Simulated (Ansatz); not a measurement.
# Rh(100) film, 1 layer, flat: channels in plane against thickness

Wanted: in-plane conductance by layer count, from Rh(100) film, 1 layer, flat.

Method: Ansatz plane-wave DFT, PBE, PAW files; ballistic transport by layer matching (Landauer), zero bias, in Ansatz 0.2.0.

## (1) The starting structure

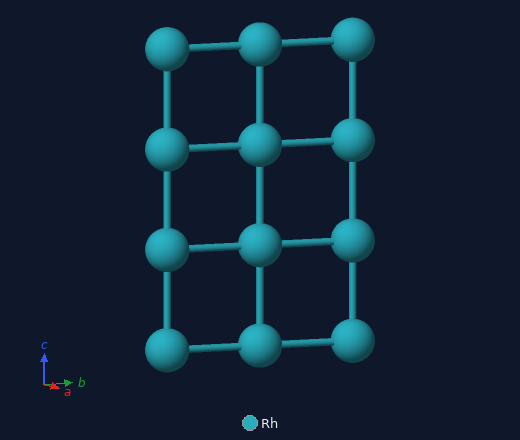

The starting structure, seen from the side, with the c axis up (rhodium blue). 1×2×3 cells are drawn. Some periodic images of atoms are drawn too.

The cell holds 1 atom: 1 Rh. Its edges and angles: a = 11.000 Å, b = 2.689 Å, c = 2.689 Å, α = 90.0°, β = 90.0°, γ = 90.0°. It derives from Rh. Vacuum lies along a. The structure's axis is c.

## (2) With 1 layer

Vacuum lies along the first vector, which takes one k-point, and the current runs in the film's plane. One period is a perfect wire, so its channels are the result. Energies from -0.27 to 0.27 eV in steps of 0.036 eV cover the slope of the Fermi function at 300 K, so the program can form a conductance.

File input.yaml:

```yaml
crystal:
  lattice:
    - [11.0, 0.0, 0.0]
    - [0.0, 2.6891977995, 0.0]
    - [0.0, 0.0, 2.6891977995]
  atoms:
    - { symbol: Rh, position: [0.4090909091, 0.0, 0.0] }
kpoints:
  mp_grid: { grid: [1, 15, 15] }
hamiltonian:
  xc: pbe
scf:
  occupations: { method: fermi_dirac, width: 0.1 }
output:
  transmission:
    leads: [[0, 0]]
    kmesh: [1, 46]
    e_range: [-0.27, 0.27]
    de: 0.036
```

On the command line:

```bash
$ ansatz run input.yaml --threads 4 --pin off --max-ram 8192MiB --backend cpu --events-out ev --progress --plain --runs-dir out
```

Numbers of over 12 decimals in the logs are rounded to 6 here.

The log of the run:

```text
Engine: ansatz 0.2.0, x86_64-unknown-linux-gnu
Pseudopotentials: kind: paw
Pseudopotential: Rh, paw, valence charge 17, recommended cutoff 420 eV (normal), Rh.paw.azcp
Functional definition: PBE
  parameter kappa = 0.804
  parameter beta = 0.066725
  exchange = pbe_x(kappa = kappa, mu = beta*pi^2/3)
  correlation = pbe_c(beta = beta)
Crystal: 1 atoms, lattice volume = 79.550 Å³
Basis set: ecut = 420 eV, 1569 PW (Γ)
Bands: 13, of which v1, the nominal top of the filled ones, is band 9 counted from 1 (8 counted from 0)
Symmetry: 16 space group operations
Space group: P4/mmm (ITA 123), of the structure as read, at distance tolerance 4.3e-5 Å
k-points: 36 of 225
Non-local potential: Rh, projectors of the file, l = 0: 3, l = 1: 2, l = 2: 2, l = 3: 1
PAW form: soft (Blöchl's): semilocal exchange-correlation on the pseudo side does not see the compensation charge
PAW one-centre angular grid: Rh, 590 points (default); XC on 64 Gauss nodes
Initial density: superposition of atomic densities (neutral atoms: chi_scale 0, normalization atom), corrected by the library's trained network
Initial wavefunctions: pseudopotential atomic-orbital guess
Functional: x = pbe(κ = 0.804, μ = 0.219515), c = pbe(β = 0.066725)
SCF iter   1: F=—  HF=-6400.603724 eV  |F-HF|=—  |Δ(HF+E_count)|=         —  Δρ=4.46e-3  dr2=1.05e-2  ethr=1.77e-3  ⟨swp⟩=5.9  Hψ=2639  notcnv=0
preconditioner: auto → LDOS  [metal: Δε(μ)=0.036 eV  Ē_g=7.215 eV  σ=0.100 eV  W_gap=0.09  n_scr=6 (ndim 8)  ℏωp=12.5 eV  f_vac=0.635  D(μ)=3.83/eV (n_scr^D=38)  β→1.0]
SCF iter   2: F=—  HF=-6400.603483 eV  |F-HF|=—  |Δ(HF+E_count)|=   2.41e-4  Δρ=3.43e-3  dr2=3.93e-3  ethr=6.17e-5  ⟨swp⟩=2.6  Hψ=1151  notcnv=0
SCF iter   3: F=—  HF=-6400.603032 eV  |F-HF|=—  |Δ(HF+E_count)|=   4.50e-4  Δρ=1.29e-3  dr2=6.09e-4  ethr=2.31e-5  ⟨swp⟩=2.4  Hψ=835  notcnv=0
SCF iter   4: F=—  HF=-6400.602995 eV  |F-HF|=—  |Δ(HF+E_count)|=   3.78e-5  Δρ=3.23e-4  dr2=1.20e-4  ethr=3.58e-6  ⟨swp⟩=1.4  Hψ=484  notcnv=0
SCF iter   5: F=—  HF=-6400.602986 eV  |F-HF|=—  |Δ(HF+E_count)|=   8.77e-6  Δρ=8.34e-5  dr2=4.59e-6  ethr=7.06e-7  ⟨swp⟩=2.6  Hψ=647  notcnv=0
SCF iter   6: F=—  HF=-6400.602991 eV  |F-HF|=—  |Δ(HF+E_count)|=   4.71e-6  Δρ=9.29e-6  dr2=9.06e-8  ethr=5.88e-10  ⟨swp⟩=4.2  Hψ=2056  notcnv=0
SCF iter   7: F=-6400.602991 eV  HF=-6400.602991 eV  |F-HF|=9.55e-10  |Δ(HF+E_count)|=   1.15e-7  Δρ=2.87e-6  dr2=4.94e-9  ethr=5.33e-10  ⟨swp⟩=2.3  Hψ=1616  notcnv=0
SCF 1 converged in 7 iterations: F = -6400.602991 eV  dr2 = 4.94e-9
  greatest PAW one-centre occupation: 1.000 electrons in one spin orbital (limit 2), on the Rh atom at site 0 (counted from 0), in its partial waves of l = 0
transmission: 12 of 96 steps passed
transmission: 20 of 96 steps passed
[...]
transmission: 96 of 96 steps passed
SCF converged after 7 iterations
Free energy (F): -6400.602991 eV
Harris-Foulkes:  -6400.602991 eV  (|F-HF|=9.55e-10)
Internal energy: -6400.479400 eV  (E = F + TS)
E sigma→0 (E₀):  -6400.541195 eV
Entropy (-TS):   -0.123591 eV (-123.591 meV/atom)
Fermi energy:    -0.715378 eV
--- Per-component energies (eV) ---
  E_band       = -454.388452
  E_kinetic    = 568.836860
  E_local      = -6801.667784  (includes V_loc(G=0)·N_el)
  E_nonlocal   = 359.288151
  E_hartree    = 2982.769971
  E_xc         = -217.580652
  E_vxc        = -272.525790  (∫ρ·V_xc dr)
  E_paw        = -3588.650757  (= ΣΔE_a)
  E_vpaw       = -273.863812  (= ΣTr[D̂ρ^β])
  E_aug_tail   = 0.000881  (compensation charges beyond the density's cutoff)
  E_ewald      = 296.523931
  E_smearing   = -0.123591  (= −TS)
  E_closure    = -0.000000  (closes the sum)
  Σ components = -6400.602991   (vs F -6400.602991, Δ=0.00e0)
--- Band table (eV; the first three rows and the last of 36) ---
  k-point 0: bands = [... 5 lower, -4.2816, -1.9110, -0.5647, -0.5647, 0.0044, 1.3097, 4.3964, 6.4284]
  k-point 1: bands = [... 5 lower, -4.2016, -1.8720, -0.7777, -0.5553, -0.0694, 1.5393, 4.4845, 6.5411]
  k-point 2: bands = [... 5 lower, -3.8722, -1.7575, -1.2385, -0.5287, -0.2723, 2.0670, 4.7488, 6.8709]
  k-point 35: bands = [... 5 lower, -2.4043, -2.3883, -0.6478, 1.0493, 6.3732, 6.9509, 10.9926, 11.4879]
--- Transmission ---
  basis      : 261 plane waves across, 4 finite elements along
  points     : 24, standing for a mesh of 1 x 46
  filling    : by the input's occupations and mesh, since the crystals that have channels conduct as metals do. If one of these is a semiconductor, that mesh has misplaced its level
  energies   : 16 from -0.270000 to 0.270000 eV about the Fermi level, 0.036000 eV apart; the leads are filled to 0.000000 eV, and channels, transmission and decay are at 0.018000 eV
  crystal 0  : Rh1, at the sites [0, 0], period 2.6892 Å: whole cells are its period
    offset         : up to 0.0000 Å between an atom of the period and one for which it stands
    filled         : 1.3 meV under the level at which it is neutral
    channels       : 2.913043e0 a spin
    conductance    : 7.0702e14 S/m² at 300 K; may be off by some 0.0 % by where its bands' edges are placed, 6.0 % from the k-mesh, 0.2 % from the distance to neutral
```

The job ended after 42 s (4 threads of AMD EPYC 9R45, shared host; peak memory 0.78 GiB).

This step gave:

- free energy: -6400.6030 eV
- energy at zero smearing: -6400.5412 eV
- Fermi energy: -0.7154 eV
- cell area: 29.58 Å²
- open channels per spin nearest the Fermi level: 2.522
- estimated errors of the lead's conductance: 0, 6, 0.2 % (band edges, k-mesh, distance from neutral)
- lead conductance per cell: 2.699 G₀

Per spin. The open channels, zone mean, lead by energy, zero at the Fermi level:

```tsv
energy (eV)	open channels, zone mean, lead
-0.270	2.39
-0.234	2.22
-0.198	2.35
-0.162	2.22
-0.126	2.22
-0.090	2.39
-0.054	2.39
-0.018	2.52
0.018	2.91
0.054	2.87
0.090	2.63
0.126	2.63
0.162	2.59
0.198	2.28
0.234	2.20
0.270	2.07
```

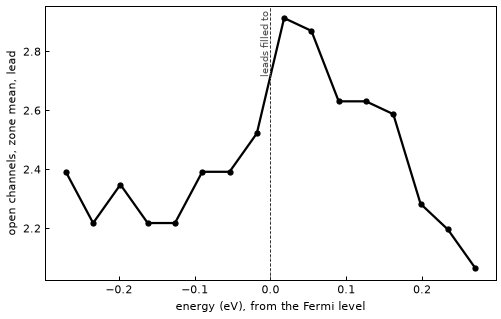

Open channels, zone mean, lead, plotted against energy.

The program's largest error estimate for it is 6 %, from the k-mesh.

## (3) With 2 layers, thickness 3.803 A

The film grows to 2 layers.

System of this step: Rh(100) film, 2 layers, flat. The cell holds 2 atoms: 2 Rh. Cell: a = 12.902 Å, b = 2.689 Å, c = 2.689 Å, α = 90.0°, β = 90.0°, γ = 90.0°. It derives from Rh. Vacuum lies along a. The structure's axis is c.

input.yaml, the sections that differ from step 2:

```yaml
crystal:
  lattice:
    - [12.90155, 0.0, 0.0]
    - [0.0, 2.6891977995, 0.0]
    - [0.0, 0.0, 2.6891977995]
  atoms:
    - { symbol: Rh, position: [0.3487952998, 0.0, 0.0] }
    - { symbol: Rh, position: [0.496184567, 0.5, 0.5] }
# kpoints, hamiltonian, scf, output: as in step 2
```

The log of the run:

```text
[...]
Crystal: 2 atoms, lattice volume = 93.301 Å³
Basis set: ecut = 420 eV, 1855 PW (Γ)
Bands: 21, of which v1, the nominal top of the filled ones, is band 17 counted from 1 (16 counted from 0)
[... 1 set-up line as in the run before ...]
[...]
k-points: 36 of 225
[...]
k-point 35: bands = [... 13 lower, 2.2568, 2.9909, 3.0014, 4.3473, 4.4482, 8.5088, 9.0385, 12.6308]
--- Transmission ---
  basis      : 311 plane waves across, 4 finite elements along
  points     : 24, standing for a mesh of 1 x 46
[...]
crystal 0  : Rh2, at the sites [0, 0], period 2.6892 Å: whole cells are its period
[...]
filled         : 10.9 meV over the level at which it is neutral
    channels       : 3.413043e0 a spin
[...]
[key lines of the parts left out:]
SCF converged after 7 iterations
Free energy (F): -12803.606616 eV
Fermi energy:    2.991530 eV
```

It took 75 s on 4 threads; peak memory 1 GiB.

Numbers from this step:

```yaml
free_energy: -12803.6066 eV
energy_at_zero_smearing: -12803.5260 eV
fermi_energy: 2.992 eV
cell_area: 34.69 Å²
open_channels_per_spin_nearest_the_fermi_level: 3.935
estimated_errors_of_the_lead_s_conductance: 0, 6.4, 1.2 % (band edges, k-mesh, distance from neutral)
lead_conductance_per_cell: 3.629 G₀
```

Per spin. The open channels, zone mean, lead by energy, zero at the Fermi level:

```tsv
energy (eV)	open channels, zone mean, lead
-0.270	3.35
-0.234	3.30
-0.198	3.57
-0.162	3.57
-0.126	3.74
-0.090	3.78
-0.054	3.74
-0.018	3.93
0.018	3.41
0.054	3.5
0.090	2.98
0.126	2.63
0.162	2.59
0.198	2.24
0.234	2.20
0.270	2.15
```

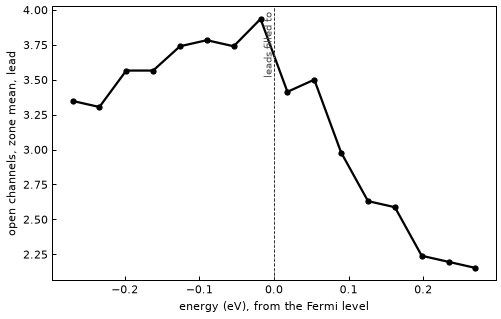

Open channels, zone mean, lead against energy.

The lead conductance per cell is 3.63 G₀, 34 % over the 2.70 G₀ of the last finished run.

## (4) With 3 layers, thickness 5.705 A

The film grows to 3 layers.

System of this step: Rh(100) film, 3 layers, flat. The cell holds 3 atoms: 3 Rh. Its edges and angles: a = 14.803 Å, b = 2.689 Å, c = 2.689 Å, α = 90.0°, β = 90.0°, γ = 90.0°. It derives from Rh. Vacuum lies along a. The structure's axis is c.

input.yaml, the sections that differ from step 3:

```yaml
crystal:
  lattice:
    - [14.8031, 0.0, 0.0]
    - [0.0, 2.6891977995, 0.0]
    - [0.0, 0.0, 2.6891977995]
  atoms:
    - { symbol: Rh, position: [0.3039903804, 0.0, 0.0] }
    - { symbol: Rh, position: [0.4324465821, 0.5, 0.5] }
    - { symbol: Rh, position: [0.5609027839, 0.0, 0.0] }
# kpoints, hamiltonian, scf, output: as in step 3
```

The log of the run:

```text
[...]
Crystal: 3 atoms, lattice volume = 107.053 Å³
Basis set: ecut = 420 eV, 2125 PW (Γ)
Bands: 31, of which v1, the nominal top of the filled ones, is band 26 counted from 1 (25 counted from 0)
[... 1 set-up line as in the run before ...]
[...]
k-points: 36 of 225
[...]
k-point 35: bands = [... 22 lower, 5.5450, 5.8525, 6.4618, 6.9560, 7.0272, 10.3216, 10.8452, 13.6020, ... 1 higher]
--- Transmission ---
  basis      : 357 plane waves across, 4 finite elements along
  points     : 24, standing for a mesh of 1 x 46
[...]
crystal 0  : Rh3, at the sites [0, 0], period 2.6892 Å: whole cells are its period
[...]
filled         : 4.9 meV under the level at which it is neutral
    channels       : 4.130435e0 a spin
[...]
[key lines of the parts left out:]
SCF converged after 8 iterations
Free energy (F): -19206.594553 eV
Fermi energy:    5.576129 eV
```

Run time: 2.3 min. Hardware: 4 threads; peak memory 1.4 GiB; 8.7 min of CPU time.

This step gave:

```yaml
free_energy: -19206.5946 eV
energy_at_zero_smearing: -19206.5115 eV
fermi_energy: 5.576 eV
cell_area: 39.81 Å²
open_channels_per_spin_nearest_the_fermi_level: 3.848
estimated_errors_of_the_lead_s_conductance: 0, 8.7, 0.2 % (band edges, k-mesh, distance from neutral)
lead_conductance_per_cell: 3.923 G₀
```

Per spin. The open channels, zone mean, lead by energy, zero at the Fermi level:

```tsv
energy (eV)	open channels, zone mean, lead
-0.270	3.46
-0.234	3.33
-0.198	3.46
-0.162	3.63
-0.126	3.67
-0.090	3.63
-0.054	3.93
-0.018	3.85
0.018	4.13
0.054	4.04
0.090	3.91
0.126	3.87
0.162	3.83
0.198	3.96
0.234	3.96
0.270	3.91
```

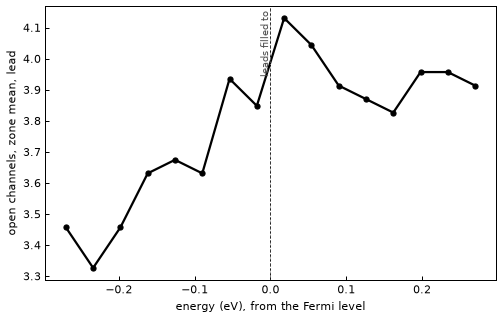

Open channels, zone mean, lead, plotted against energy.

The lead conductance per cell is 3.92 G₀, 8.1 % over the 3.63 G₀ of the last finished run, within the error estimates, leads' steps apart, of 6.4 and 8.7 %.

## (5) With 4 layers, thickness 7.606 A

The film grows to 4 layers.

System of this step: Rh(100) film, 4 layers, flat. The cell holds 4 atoms: 4 Rh. Cell: a = 16.705 Å, b = 2.689 Å, c = 2.689 Å, α = 90.0°, β = 90.0°, γ = 90.0°. It derives from Rh. Vacuum lies along a. The structure's axis is c.

input.yaml, the sections that differ from step 4:

```yaml
crystal:
  lattice:
    - [16.70465, 0.0, 0.0]
    - [0.0, 2.6891977995, 0.0]
    - [0.0, 0.0, 2.6891977995]
  atoms:
    - { symbol: Rh, position: [0.2693860691, 0.0, 0.0] }
    - { symbol: Rh, position: [0.3832196424, 0.5, 0.5] }
    - { symbol: Rh, position: [0.4970532157, 0.0, 0.0] }
    - { symbol: Rh, position: [0.610886789, 0.5, 0.5] }
# kpoints, hamiltonian, scf, output: as in step 4
```

The log of the run:

```text
[...]
Crystal: 4 atoms, lattice volume = 120.804 Å³
Basis set: ecut = 420 eV, 2387 PW (Γ)
Bands: 41, of which v1, the nominal top of the filled ones, is band 34 counted from 1 (33 counted from 0)
[... 1 set-up line as in the run before ...]
[...]
k-points: 36 of 225
[...]
k-point 35: bands = [... 30 lower, 7.6988, 7.7197, 8.2886, 8.3565, 8.8362, 8.8876, 11.7634, 12.2888, ... 3 higher]
--- Transmission ---
  basis      : 395 plane waves across, 4 finite elements along
  points     : 24, standing for a mesh of 1 x 46
[...]
crystal 0  : Rh4, at the sites [0, 0], period 2.6892 Å: whole cells are its period
[...]
filled         : 13.1 meV over the level at which it is neutral
    channels       : 6.282609e0 a spin
[...]
[key lines of the parts left out:]
SCF converged after 8 iterations
Free energy (F): -25609.440149 eV
Fermi energy:    7.431384 eV
```

It took 4.2 min on 4 threads; peak memory 1.7 GiB; 16 min of CPU time.

This step gave:

```
free energy                                    : -25609.4401 eV
energy at zero smearing                        : -25609.3135 eV
Fermi energy                                   : 7.431 eV
cell area                                      : 44.92 Å²
open channels per spin nearest the Fermi level : 6.630
estimated errors of the lead's conductance     : 0, 5.2, 1.9 % (band edges, k-mesh, distance from neutral)
lead conductance per cell                      : 6.241 G₀
```

Per spin. The open channels, zone mean, lead by energy, zero at the Fermi level:

```tsv
energy (eV)	open channels, zone mean, lead
-0.270	5.65
-0.234	5.74
-0.198	5.87
-0.162	6.20
-0.126	6.24
-0.090	6.72
-0.054	6.80
-0.018	6.63
0.018	6.28
0.054	5.37
0.090	4.93
0.126	4.11
0.162	3.93
0.198	3.80
0.234	3.89
0.270	3.89
```

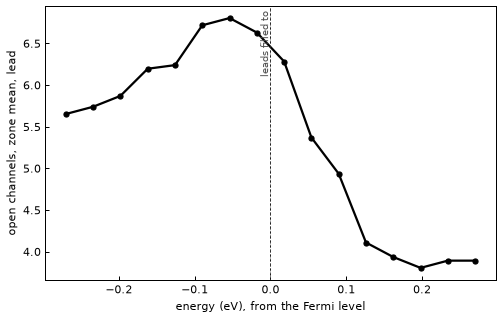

Open channels, zone mean, lead, plotted against energy.

The lead conductance per cell is 6.24 G₀, 59 % over the 3.92 G₀ of the last finished run.

## (6) With 5 layers, thickness 9.508 A

The film grows to 5 layers.

System of this step: Rh(100) film, 5 layers, flat. The cell holds 5 atoms: 5 Rh. Cell: a = 18.606 Å, b = 2.689 Å, c = 2.689 Å, α = 90.0°, β = 90.0°, γ = 90.0°. It derives from Rh. Vacuum lies along a. The structure's axis is c.

input.yaml, the sections that differ from step 5:

```yaml
crystal:
  lattice:
    - [18.6062, 0.0, 0.0]
    - [0.0, 2.6891977995, 0.0]
    - [0.0, 0.0, 2.6891977995]
  atoms:
    - { symbol: Rh, position: [0.2418548656, 0.0, 0.0] }
    - { symbol: Rh, position: [0.3440546699, 0.5, 0.5] }
    - { symbol: Rh, position: [0.4462544743, 0.0, 0.0] }
    - { symbol: Rh, position: [0.5484542787, 0.5, 0.5] }
    - { symbol: Rh, position: [0.650654083, 0.0, 0.0] }
# kpoints, hamiltonian, scf, output: as in step 5
```

The log of the run:

```text
[...]
Crystal: 5 atoms, lattice volume = 134.556 Å³
Basis set: ecut = 420 eV, 2683 PW (Γ)
Bands: 51, of which v1, the nominal top of the filled ones, is band 43 counted from 1 (42 counted from 0)
[... 1 set-up line as in the run before ...]
[...]
k-points: 36 of 225
[...]
k-point 35: bands = [... 39 lower, 9.3428, 9.7973, 9.8816, 9.8937, 10.3637, 10.4025, 13.0073, 13.5380, ... 4 higher]
--- Transmission ---
  basis      : 447 plane waves across, 4 finite elements along
  points     : 24, standing for a mesh of 1 x 46
[...]
crystal 0  : Rh5, at the sites [0, 0], period 2.6892 Å: whole cells are its period
[...]
filled         : 9.8 meV under the level at which it is neutral
    channels       : 6.391304e0 a spin
[...]
[key lines of the parts left out:]
SCF converged after 8 iterations
Free energy (F): -32012.361890 eV
Fermi energy:    8.967741 eV
```

It took 6.4 min on 4 threads; peak memory 2.1 GiB.

Numbers from this step:

```
free energy                                    : -32012.3619 eV
energy at zero smearing                        : -32012.2256 eV
Fermi energy                                   : 8.968 eV
cell area                                      : 50.04 Å²
open channels per spin nearest the Fermi level : 6.304
estimated errors of the lead's conductance     : 0, 3.9, 0.4 % (band edges, k-mesh, distance from neutral)
lead conductance per cell                      : 6.330 G₀
```

Per spin. Table of open channels, zone mean, lead by energy, zero at the Fermi level:

```tsv
energy (eV)	open channels, zone mean, lead
-0.270	6.80
-0.234	6.41
-0.198	6.15
-0.162	5.93
-0.126	6.15
-0.090	6.09
-0.054	6.09
-0.018	6.30
0.018	6.39
0.054	6.74
0.090	6.72
0.126	6.24
0.162	6.24
0.198	6.37
0.234	5.93
0.270	6.26
```

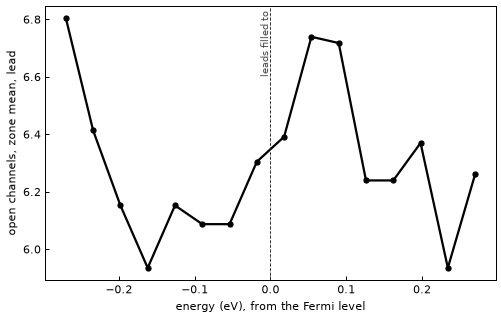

Open channels, zone mean, lead, plotted against energy.

The lead conductance per cell is 6.33 G₀, 1.4 % over the 6.24 G₀ of the last finished run, within the error estimates, leads' steps apart, of 5.2 and 3.9 %.

## (7) Cost and result by level

Times are for 4 threads of AMD EPYC 9R45, shared host. The runs compared:

```tsv
no.	layers	lead conductance per cell (G₀)	time	memory (GiB)
1	1	2.699	42 s	0.78
2	2	3.629	75 s	1.0
3	3	3.923	2.3 min	1.4
4	4	6.241	4.2 min	1.7
5	5	6.330	6.4 min	2.1
```

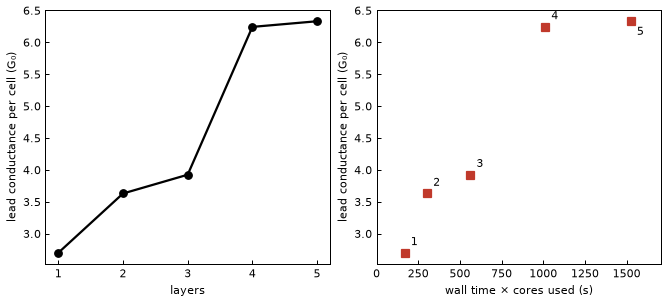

The series as plots; the last panel sets the first result against cost, with the runs numbered as in the table.

The runs together. The open channels, zone mean by energy, zero at the Fermi level:

```tsv
energy (eV)	1	2	3	4	5
-0.270	2.39	3.35	3.46	5.65	6.80
-0.234	2.22	3.30	3.33	5.74	6.41
-0.198	2.35	3.57	3.46	5.87	6.15
-0.162	2.22	3.57	3.63	6.20	5.93
-0.126	2.22	3.74	3.67	6.24	6.15
-0.090	2.39	3.78	3.63	6.72	6.09
-0.054	2.39	3.74	3.93	6.80	6.09
-0.018	2.52	3.93	3.85	6.63	6.30
0.018	2.91	3.41	4.13	6.28	6.39
0.054	2.87	3.5	4.04	5.37	6.74
0.090	2.63	2.98	3.91	4.93	6.72
0.126	2.63	2.63	3.87	4.11	6.24
0.162	2.59	2.59	3.83	3.93	6.24
0.198	2.28	2.24	3.96	3.80	6.37
0.234	2.20	2.20	3.96	3.89	5.93
0.270	2.07	2.15	3.91	3.89	6.26
```

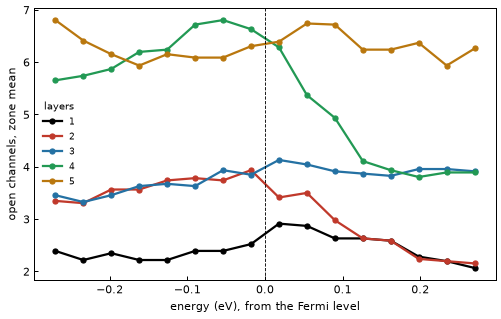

Open channels, zone mean, plotted against energy.

## (8) Results

| Quantity | Value |
| --- | --- |
| conductance per cell, 1 layer | 2.70 G₀ |
| conductance per cell, 2 layers | 3.63 G₀ |
| conductance per cell, 3 layers | 3.92 G₀ |
| conductance per cell, 4 layers | 6.24 G₀ |
| conductance per cell, 5 layers | 6.33 G₀ |

What this shows: The conductance per cell width goes from 2.70 G0 at 1 to 6.33 G0 at 5 layers. Over the film's own cross-section (layers × spacing × width) the conductance runs from 4.1 to 1.9×10¹⁵ S/m²; that nominal section leaves out the charge that spills into the vacuum, which flatters the thinnest films. The gains from one thickness to the next are 0.93, 0.29, 2.3 and 0.088 G0 per added layer; they differ by more than the error estimates allow, as expected where subbands cross the Fermi level in steps. The film repeats perfectly along the current, so nothing scatters; its faces are clean and not relaxed. Very thin films of this metal can turn magnetic, which an unpolarised run can't show. The program's error estimates for the conductances, leads' steps apart, run from 3.9 to 8.7 %.

[Logs are printed without paths, hosts, clocks, repeated set-up lines and the standing remarks that a program may print on its own settings, such as how far it seeks lower states.]

[Hosts, paths, dates, database ids (printed as entryN), source tags and the programs' standing remarks are cut or masked in the printed files.]
